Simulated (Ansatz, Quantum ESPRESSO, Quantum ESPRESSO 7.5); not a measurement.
## 1T-SrBrI, 1 layer: response to a perpendicular field

Wanted: polarisability and gap of 1T-SrBrI, 1 layer against a perpendicular field.

Method: plane-wave DFT, vdW-DF-cx, GBRV ultrasoft pseudopotentials made under PBE (geometry and cross-check by Ansatz 0.2.0 with PAW datasets; geometry under PBE), in Quantum ESPRESSO 7.5.

## 1. The structure

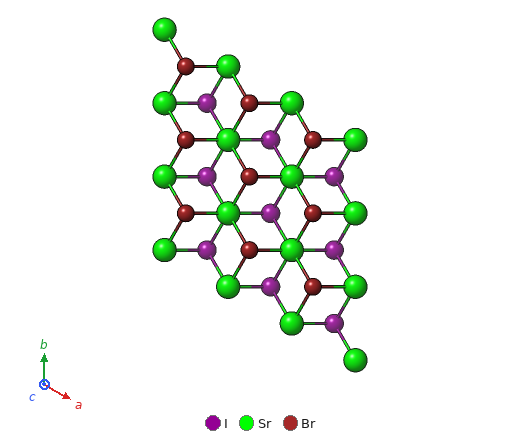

The starting structure, seen from above (iodine purple, strontium green, bromine red). 3×3×1 cells are drawn. Some periodic images of atoms are drawn too.

The cell holds 3 atoms: 1 I, 1 Sr and 1 Br. Cell: a = 4.390 Å, b = 4.390 Å, c = 20.790 Å, α = 90.0°, β = 90.0°, γ = 120.0°. It derives from SrBrI. Vacuum lies along c.

This sheet is a model structure: its symmetry is held, and its stability is not tested here.

## 2. Relaxation with Ansatz

A relaxation in Ansatz fixes the structure of this slab for the runs on it.

input.yaml

```yaml
crystal:
  lattice:
    - [4.390315, 0.0, 0.0]
    - [-2.1951575, 3.8021243206, 0.0]
    - [0.0, 0.0, 20.7904707193]
  atoms:
    - { symbol: I, position: [0.6666666667, 0.3333333333, 0.408841152] }
    - { symbol: Sr, position: [0.0, 0.0, 0.5076368235] }
    - { symbol: Br, position: [0.3333333333, 0.6666666667, 0.591158848] }
kpoints:
  mp_grid: { grid: [6, 6, 1] }
hamiltonian:
  xc: pbe
scf:
  occupations: { method: fermi_dirac, width: 0.05 }
  convergence: { dr2_threshold: 1.0e-08 }
efield:
  axis: 3
  dipole_correction: true
  ramp_position: 0.97
  ramp_width: 0.04
relax:
  f_tol: 0.01
  cell: { fix: [c, alpha, beta] }
output:
  write_potential: true
  write_density: true
  volumetric_format: npy
```

Started as:

```console
$ ansatz run input.yaml --threads 4 --pin off --max-ram 8192MiB --backend cpu --events-out ev --progress --plain --runs-dir out
```

Numbers of over 12 decimals in the logs are rounded to 6 here.

The program printed:

```text
Warning: relax.cell: scf.convergence.dr2_threshold = 1e-8 eV is looser than the 3e-10 eV advised for a relaxation that steers and ends on the stress (1e-10 eV for each atom of the cell: 3). What an SCF threshold leaves in a stress goes as its square root, and in the free energy as the threshold itself, and one threshold admits the most on a small cell: [figures from the program's tests cut] Set scf.convergence.dr2_threshold to 3e-10 eV or tighter. The threshold is an SCF's pass mark: one that does not reach it within its budget of iterations ends unconverged, or closes short of it on a stop that the run arms, and scf.convergence.dr2_threshold's page says what that costs each kind of run
Engine: ansatz 0.2.0, aarch64-unknown-linux-gnu
Pseudopotentials: kind: paw
Pseudopotential: I, paw, valence charge 17, recommended cutoff 420 eV (normal), I.paw.azcp
Pseudopotential: Sr, paw, valence charge 10, recommended cutoff 420 eV (normal), Sr.paw.azcp
Pseudopotential: Br, paw, valence charge 7, recommended cutoff 420 eV (normal), Br.paw.azcp
Functional definition: PBE
  parameter kappa = 0.804
  parameter beta = 0.066725
  exchange = pbe_x(kappa = kappa, mu = beta*pi^2/3)
  correlation = pbe_c(beta = beta)
Crystal: 3 atoms, lattice volume = 347.045 Å³
Basis set: ecut = 420 eV, 6855 PW (Γ), exchange–correlation on 60×60×288 points (8 copies of the dense FFT grid, shifted against one another)
Bands: 21, of which v1, the nominal top of the filled ones, is band 17 counted from 1 (16 counted from 0)
Symmetry: 6 space group operations
Space group: P3m1 (ITA 156), of the structure as read, at distance tolerance 7.0e-5 Å
k-points: 7 of 36 (time reversal used)
Non-local potential: I, projectors of the file, l = 0: 2, l = 1: 2, l = 2: 2, l = 3: 2
Non-local potential: Sr, projectors of the file, l = 0: 3, l = 1: 2, l = 2: 2
Non-local potential: Br, projectors of the file, l = 0: 2, l = 1: 2, l = 2: 2
PAW form: soft (Blöchl's): semilocal exchange-correlation on the pseudo side does not see the compensation charge
PAW one-centre angular grid: I, 590 points (default); XC on 64 Gauss nodes
PAW one-centre angular grid: Sr, 110 points (default); XC on 64 Gauss nodes
PAW one-centre angular grid: Br, 110 points (default); XC on 64 Gauss nodes
Initial density: superposition of atomic densities (neutral atoms: chi_scale 0, normalization atom), corrected by the library's trained network
Initial wavefunctions: pseudopotential atomic-orbital guess
Functional: x = pbe(κ = 0.804, μ = 0.219515), c = pbe(β = 0.066725)
SCF iter   1: F=—  HF=-13845.954760 eV  |F-HF|=—  |Δ(HF+E_count)|=         —  Δρ=4.22e-4  dr2=3.17e-3  ethr=1.77e-3  p=0.011 e·Å  D=5.90e-3 V/Å  ΔV_dip=-0.12 eV  dr2_dipole=5.99e-5  V_vac-E_F(+/−)=4.61/4.73 eV  ⟨swp⟩=15.1  Hψ=1335  notcnv=0
efield: sawtooth ramp at fractional position 0.9700 (set: `efield.ramp_position`, or a place that a band, a saddle search or an elastic batch's reference lends), width 0.0400; the density the first Hamiltonian is built on has a dipole p = 0.011 e·Å; the dipole correction subtracts the counter field D = 5.90e-3 V/Å, which shifts the + side's vacuum level by -0.12 eV against the − side's; the planar-averaged density in the ramp window peaks in size at 1.4e-5 e/Å³
preconditioner: auto → Resta (q_TF=auto, 1.852 Å⁻¹)  ε∞=1.7  [insulator: Δε(μ)=3.815 eV  Ē_g=9.454 eV  σ=0.050 eV  W_gap=1.00  n_scr=42 (ndim 8)  ℏωp=8.0 eV  f_vac=0.649  D(μ)=0.00/eV (n_scr^D=0)  ε∞_Penn≈1.7  vacuum switching on, ρ_ref=6.5e-3 e/Å³]
SCF iter   2: F=—  HF=-13845.958315 eV  |F-HF|=—  |Δ(HF+E_count)|=   3.55e-3  Δρ=4.42e-4  dr2=2.44e-3  ethr=9.33e-6  p=0.005 e·Å  D=2.86e-3 V/Å  ΔV_dip=-0.06 eV  dr2_dipole=2.02e-7  V_vac-E_F(+/−)=4.73/4.79 eV  ⟨swp⟩=2.7  Hψ=366  notcnv=0
SCF iter   3: F=—  HF=-13845.957966 eV  |F-HF|=—  |Δ(HF+E_count)|=   3.49e-4  Δρ=2.26e-4  dr2=4.23e-4  ethr=7.18e-6  p=0.006 e·Å  D=2.98e-3 V/Å  ΔV_dip=-0.06 eV  dr2_dipole=7.71e-7  V_vac-E_F(+/−)=4.72/4.78 eV  ⟨swp⟩=2.0  Hψ=181  notcnv=0
SCF iter   4: F=—  HF=-13845.958265 eV  |F-HF|=—  |Δ(HF+E_count)|=   3.00e-4  Δρ=9.30e-5  dr2=8.90e-5  ethr=1.24e-6  p=0.007 e·Å  D=3.81e-3 V/Å  ΔV_dip=-0.08 eV  dr2_dipole=1.21e-5  V_vac-E_F(+/−)=4.72/4.80 eV  ⟨swp⟩=2.1  Hψ=215  notcnv=0
SCF iter   5: F=—  HF=-13845.958269 eV  |F-HF|=—  |Δ(HF+E_count)|=   3.38e-6  Δρ=5.14e-5  dr2=4.69e-5  ethr=2.62e-7  p=0.005 e·Å  D=2.82e-3 V/Å  ΔV_dip=-0.06 eV  dr2_dipole=4.39e-7  V_vac-E_F(+/−)=4.74/4.80 eV  ⟨swp⟩=2.1  Hψ=203  notcnv=0
SCF iter   6: F=—  HF=-13845.958258 eV  |F-HF|=—  |Δ(HF+E_count)|=   1.05e-5  Δρ=1.79e-5  dr2=4.89e-6  ethr=1.38e-7  p=0.006 e·Å  D=2.95e-3 V/Å  ΔV_dip=-0.06 eV  dr2_dipole=1.10e-7  V_vac-E_F(+/−)=4.74/4.81 eV  ⟨swp⟩=2.0  Hψ=172  notcnv=0
SCF iter   7: F=—  HF=-13845.958390 eV  |F-HF|=—  |Δ(HF+E_count)|=   1.32e-4  Δρ=6.04e-6  dr2=4.01e-7  ethr=1.44e-8  p=0.005 e·Å  D=2.85e-3 V/Å  ΔV_dip=-0.06 eV  dr2_dipole=1.29e-10  V_vac-E_F(+/−)=4.75/4.81 eV  ⟨swp⟩=2.0  Hψ=183  notcnv=0
SCF iter   8: F=-13845.958390 eV  HF=-13845.958390 eV  |F-HF|=5.44e-10  |Δ(HF+E_count)|=   3.46e-8  Δρ=9.81e-7  dr2=6.30e-9  ethr=2.94e-11  p=0.005 e·Å  D=2.85e-3 V/Å  ΔV_dip=-0.06 eV  dr2_dipole=2.44e-10  V_vac-E_F(+/−)=4.75/4.81 eV  ⟨swp⟩=9.1  Hψ=1210  notcnv=0
SCF 1 converged in 8 iterations: F = -13845.958390 eV  dr2 = 6.30e-9
  greatest PAW one-centre occupation: 0.999 electrons in one spin orbital (limit 2), on the I atom at site 0 (counted from 0), in its partial waves of l = 2
relax step   1: F+E_penalty+E_count = -13845.95839020 eV  Δ(F+E_penalty+E_count) = +0.000e0 eV  max|allowed force component| = 2.207e-1 eV/Å  Δτ_max = 0.0000 Å  P = +0.329 GPa  Ω = 347.045 Å³  fix = [c, alpha, beta]  reactions: c -0.301 GPa  (8 SCF iters, accepted)
Crystal: 3 atoms, lattice volume = 368.368 Å³
Basis set: ecut = 420 eV, 7155 PW (Γ), exchange–correlation on 60×60×288 points (8 copies of the dense FFT grid, shifted against one another)
Initial density: handed on by an earlier stage of this run
Initial wavefunctions: those handed on with the density
iter 1 solved again at ethr=7.77e-5 eV; its pass at ethr=3.10e-3 eV (dr2=2.64e-2 eV) is discarded
SCF iter   1: F=—  HF=-13846.053601 eV  |F-HF|=—  |Δ(HF+E_count)|=         —  Δρ=2.01e-3  dr2=2.66e-2  ethr=7.77e-5  p=0.006 e·Å  D=2.84e-3 V/Å  ΔV_dip=-0.06 eV  dr2_dipole=7.72e-4  V_vac-E_F(+/−)=4.65/4.71 eV  ⟨swp⟩=2.6  Hψ=1265  notcnv=0
[...]
relax step   4: F+E_penalty+E_count = -13846.08815680 eV  Δ(F+E_penalty+E_count) = -3.860e-3 eV  max|allowed force component| = 1.654e-2 eV/Å  Δτ_max = 0.0181 Å  P = +0.013 GPa  Ω = 398.546 Å³  energy of the carried Pulay correction = -9.066e-4 eV  fix = [c, alpha, beta]  reactions: c +0.011 GPa  (7 SCF iters, accepted)
[...]
relax step   5: F+E_penalty+E_count = -13846.08801552 eV  Δ(F+E_penalty+E_count) = +1.413e-4 eV  max|allowed force component| = 3.724e-2 eV/Å  Δτ_max = 0.0069 Å  P = -0.017 GPa  Ω = 399.367 Å³  energy of the carried Pulay correction = -9.201e-4 eV  fix = [c, alpha, beta]  (6 SCF iters, rejected (line search))
[...]
relax step   6: F+E_penalty+E_count = -13846.08820207 eV  Δ(F+E_penalty+E_count) = -4.526e-5 eV  max|allowed force component| = 8.655e-4 eV/Å  Δτ_max = 0.0019 Å  P = +0.001 GPa  Ω = 399.063 Å³  energy of the carried Pulay correction = -9.151e-4 eV  fix = [c, alpha, beta]  reactions: c +0.001 GPa  (6 SCF iters, accepted)
Basis set: ecut = 420 eV, 7779 PW (Γ), exchange–correlation on 64×64×288 points (8 copies of the dense FFT grid, shifted against one another)
Initial wavefunctions: pseudopotential atomic-orbital guess (no wavefunctions were taken with the density)
iter 1 solved again at ethr=2.02e-6 eV; its pass at ethr=3.10e-3 eV (dr2=6.87e-4 eV) is discarded
SCF iter   1: F=—  HF=-13846.059973 eV  |F-HF|=—  |Δ(HF+E_count)|=         —  Δρ=5.30e-4  dr2=4.49e-5  ethr=2.02e-6  p=0.034 e·Å  D=1.56e-2 V/Å  ΔV_dip=-0.32 eV  dr2_dipole=1.76e-6  V_vac-E_F(+/−)=4.47/4.79 eV  ⟨swp⟩=3.4  Hψ=1733  notcnv=0
efield: sawtooth ramp at fractional position 0.9700 (set: `efield.ramp_position`, or a place that a band, a saddle search or an elastic batch's reference lends), width 0.0400; the density the first Hamiltonian is built on has a dipole p = 0.034 e·Å; the dipole correction subtracts the counter field D = 1.56e-2 V/Å, which shifts the + side's vacuum level by -0.32 eV against the − side's; the planar-averaged density in the ramp window peaks in size at 4.6e-6 e/Å³
preconditioner: auto → Resta (q_TF=auto, 1.810 Å⁻¹)  ε∞=1.7  [insulator: Δε(μ)=4.452 eV  Ē_g=8.064 eV  σ=0.050 eV  W_gap=1.00  n_scr=52 (ndim 8)  ℏωp=7.0 eV  f_vac=0.673  D(μ)=0.00/eV (n_scr^D=0)  ε∞_Penn≈1.7  vacuum switching on, ρ_ref=4.7e-3 e/Å³]
SCF iter   2: F=—  HF=-13846.079636 eV  |F-HF|=—  |Δ(HF+E_count)|=   1.97e-2  Δρ=2.66e-4  dr2=1.02e-5  ethr=1.32e-7  p=0.035 e·Å  D=1.60e-2 V/Å  ΔV_dip=-0.33 eV  dr2_dipole=3.53e-7  V_vac-E_F(+/−)=4.47/4.80 eV  ⟨swp⟩=3.3  Hψ=275  notcnv=0
SCF iter   3: F=—  HF=-13846.086589 eV  |F-HF|=—  |Δ(HF+E_count)|=   6.95e-3  Δρ=1.20e-4  dr2=3.05e-6  ethr=3.01e-8  p=0.035 e·Å  D=1.58e-2 V/Å  ΔV_dip=-0.33 eV  dr2_dipole=3.29e-8  V_vac-E_F(+/−)=4.47/4.80 eV  ⟨swp⟩=3.7  Hψ=285  notcnv=0
SCF iter   4: F=—  HF=-13846.088983 eV  |F-HF|=—  |Δ(HF+E_count)|=   2.39e-3  Δρ=2.25e-5  dr2=8.01e-7  ethr=8.98e-9  p=0.035 e·Å  D=1.58e-2 V/Å  ΔV_dip=-0.33 eV  dr2_dipole=1.81e-7  V_vac-E_F(+/−)=4.47/4.79 eV  ⟨swp⟩=3.9  Hψ=313  notcnv=0
SCF iter   5: F=—  HF=-13846.089088 eV  |F-HF|=—  |Δ(HF+E_count)|=   1.05e-4  Δρ=3.52e-6  dr2=7.30e-8  ethr=2.36e-9  p=0.034 e·Å  D=1.56e-2 V/Å  ΔV_dip=-0.32 eV  dr2_dipole=8.75e-9  V_vac-E_F(+/−)=4.47/4.79 eV  ⟨swp⟩=2.1  Hψ=254  notcnv=0
SCF iter   6: F=-13846.089092 eV  HF=-13846.089091 eV  |F-HF|=2.34e-7  |Δ(HF+E_count)|=   3.36e-6  Δρ=9.43e-7  dr2=4.69e-9  ethr=2.94e-11  p=0.034 e·Å  D=1.56e-2 V/Å  ΔV_dip=-0.32 eV  dr2_dipole=3.60e-10  V_vac-E_F(+/−)=4.47/4.79 eV  ⟨swp⟩=11.3  Hψ=1250  notcnv=0
SCF 7 converged in 6 iterations: F = -13846.089092 eV  dr2 = 4.69e-9
relax step   7: F+E_penalty+E_count = -13846.08909154 eV  Δ(F+E_penalty+E_count) = -8.895e-4 eV  max|allowed force component| = 9.586e-4 eV/Å  Δτ_max = 0.0000 Å  P = +0.003 GPa  Ω = 399.063 Å³  fix = [c, alpha, beta]  reactions: c +0.000 GPa  stress off target by 4.30e-3 GPa on what of the cell is left free  SCF on the basis re-selected at this cell (its energy is not comparable with the rows above)  (6 SCF iters)
basis re-selected at this cell: Δ(F+E_penalty+E_count) = -8.895e-4 eV, ΔP = +0.002 GPa vs the last step (what re-selecting the basis moved, of the pressure what is left beyond the Pulay correction that the steps carried, after the strain that the cell walked since its last selection, with what the two solves' SCF thresholds leave and, on support functions, any second-order correction that the steps lacked; it is no measure of the basis error at this ecutwfc). The dense FFT grid was sized anew with the basis: this SCF ran on 32×32×144 points, the steps before it on 30×30×144, so part of this shift can come from that change (see relax.cell in the input reference). [rest of the remark cut]
WARN: The output density's exchange-correlation potential varies sharply where the density is thin. Do not read a vacuum level from v_tot or v_xc, or from such a field of the output density. On a cell that repeats whose density bears no net charge and no dipole along the vacuum's axis use v_es (v_loc + v_h of the components); under efield.dipole_correction with no amplitude use v_es + v_field, which holds any externa [...]
SCF converged after 6 iterations
Free energy (F): -13846.089092 eV
Harris-Foulkes:  -13846.089091 eV  (|F-HF|=2.34e-7)
Internal energy: -13846.089092 eV  (E = F + TS)
E sigma→0 (E₀):  -13846.089092 eV
Fermi energy:    -1.603086 eV
Dipole field:    D = 0.015607 V/Å  (p = 0.034418 e·Å, saw-weighted, corrected)
Work function:   Φ+ = 4.4669 eV   Φ− = 4.7914 eV
Levels:          The Fermi level and band energies are counted from a zero that moves with the ramp; work functions are not
--- Per-component energies (eV) ---
  E_band       = -778.930496
  E_kinetic    = 566.419912
  E_local      = -14039.219123  (includes V_loc(G=0)·N_el)
  E_nonlocal   = 181.888730
  E_hartree    = 6688.035893
  E_xc         = -565.970323
  E_vxc        = -394.195537  (∫ρ·V_xc dr)
  E_paw        = -9758.202300  (= ΣΔE_a)
  E_vpaw       = -470.025977  (= ΣTr[D̂ρ^β])
  E_aug_tail   = -0.000003  (compensation charges beyond the density's cutoff)
  E_efield     = 0.000269  (sawtooth field / dipole correction)
  E_vefield    = 0.128186  (∫n·V_field dr)
  E_ewald      = 3080.957853
  E_smearing   = -0.000000  (= −TS)
  E_closure    = 0.000000  (closes the sum)
  Σ components = -13846.089092   (vs F -13846.089092, Δ=0.00e0)
--- Forces (eV/Å), atoms counted from 1 ---
  atom   1  I      0.00000000    -0.00000000    -0.00070571
  atom   2  Sr    -0.00000000     0.00000000     0.00095876
  atom   3  Br    -0.00000000     0.00000000    -0.00025256
  max |Σ_I F_I| component: 4.89e-7 eV/Å
--- Stress (GPa, compression-positive) ---
        0.004304       0.000000      -0.000000
        0.000000       0.004304      -0.000000
       -0.000000      -0.000000       0.000353
  P = ⅓ Tr σ = 0.0030 GPa (0.030 kbar)
--- Band table (eV; the first three rows and the last of 7) ---
  k-point 0: bands = [... 13 lower, -5.1836, -4.1912, -3.8542, -3.8542, 0.6135, 1.5077, 1.5077, 1.7307]
  k-point 1: bands = [... 13 lower, -5.1739, -4.2808, -4.0603, -3.9461, 1.0167, 1.3648, 1.8029, 1.9840]
  k-point 2: bands = [... 13 lower, -5.1611, -4.6400, -4.1509, -4.1059, 0.8317, 2.0313, 2.2389, 2.4500]
  k-point 6: bands = [... 13 lower, -5.1702, -4.5944, -4.5369, -4.2830, 1.7256, 1.7542, 2.0991, 2.9829]
--- Relaxed structure (6 steps of the walk, 5 accepted, 1 SCFs on fresh bases) ---
  F+E_penalty+E_count = -13846.08909154 eV   max|allowed force component| = 9.586e-4 eV/Å   (the final SCF, on the basis selected at the relaxed cell)
  cell:  # Å, volume = 399.0626 Å³
    - [4.707855, 2.3502660224227865e-17, 0]
    - [-2.353927, 4.077122, 0]
    - [0, 0, 20.7904707193]
  atoms:
    - { symbol: I, position: [0.666667, 0.333333, 0.418772] }
    - { symbol: Sr, position: [2.930787466982192e-19, 0, 0.508473] }
    - { symbol: Br, position: [0.333333, 0.666667, 0.580392] }
```

It took 43 s on 4 threads of Arm Neoverse N1, shared host; peak memory 0.63 GiB.

Step by step:

```
step  energy less that of the first step (eV)  largest force component (eV/Å)  pressure (GPa)  volume (Å³)
   1                                   0.0000                          0.2207            0.33       347.05
   2                                  -0.0900                          0.0632            0.35       368.37
   3                                  -0.1259                          0.0666            0.13       390.10
   4                                  -0.1298                          0.0165            0.01       398.55
   5                                  -0.1296                          0.0372           -0.02       399.37
   6                                  -0.1298                          0.0009            0.00       399.06
  7*                                  -0.1307                          0.0010            0.00       399.06
```

Relaxation steps marked * repeat the geometry before them on a plane-wave basis chosen anew for their cell, so energy and pressure can jump there. Relaxation step 5 was tried and not accepted.

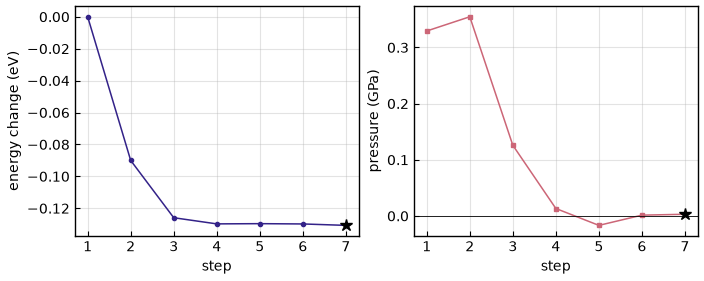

Energy and pressure along the relaxation. Stars mark steps on a basis chosen anew.

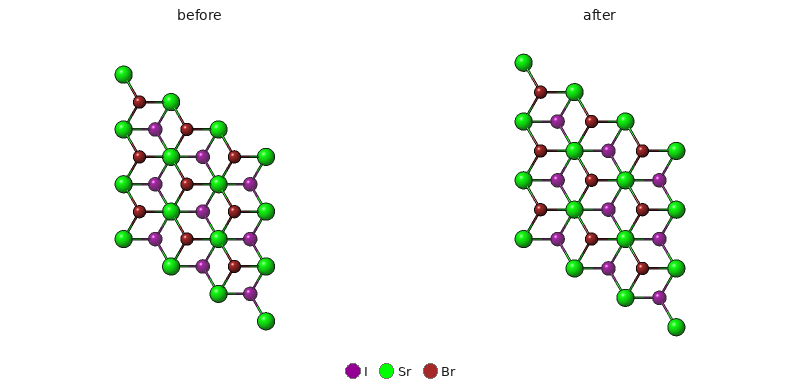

Before and after, at one scale.

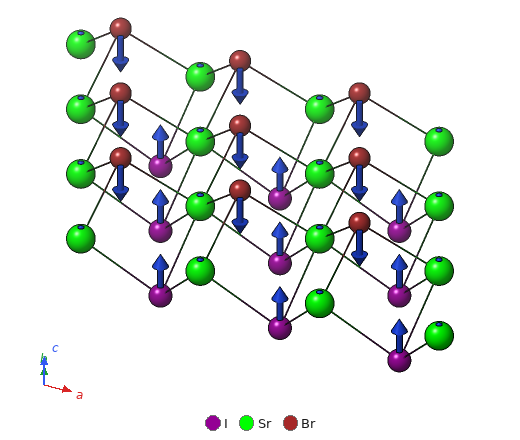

Displacements in the relaxation, exaggerated, measured against the changing cell; the longest in the cell stands for 0.22 Å. 3×3×1 cells are drawn. Some periodic images of atoms are drawn too.

```
cell as run  before  after  change
      a (Å)   4.390  4.708  +7.2 %
      b (Å)   4.390  4.708  +7.2 %
```

The atoms that moved most (Å, along periodic axes as changes of fractional coordinates times the final cell, across vacuum about the mean position):

```
atom     dx     dy      dz  length
 Br3  0.000  0.000  -0.224   0.224
  I1  0.000  0.000   0.206   0.206
 Sr2  0.000  0.000   0.017   0.017
```

The relaxed structure:

```xyz
3
Lattice="4.7079 0.0000 0.0000 -2.3539 4.0771 0.0000 0.0000 0.0000 20.7905" Properties=species:S:1:pos:R:3
I     2.3539    1.3590    8.7065
Sr    0.0000    0.0000   10.5714
Br    0.0000    2.7181   12.0666
```

Numbers from this step:

```
free energy                                                      : -13846.0891 eV
Fermi energy                                                     : -1.603 eV
gap by band count                                                : 4.468 eV
symmetry operations                                              : 6
dipole along the normal                                          : 0.03442 e·Å
vacuum level at the upper face over a Fermi level inside the gap : 4.467 eV
vacuum level at the lower face over a Fermi level inside the gap : 4.791 eV
```

(Continued in part 2 of 6.)

[Logs are printed without paths, hosts, clocks, repeated set-up lines and the standing remarks that a program may print on its own settings, such as how far it seeks lower states.]

[Hosts, paths, dates, database ids (printed as entryN), source tags and the programs' standing remarks are cut or masked in the printed files.]

[Maps of the electrostatic potential energy from Ansatz leave out the sawtooth potential of an applied field or a dipole correction, so their vacuum need not be flat; planar profiles and work functions include it.]
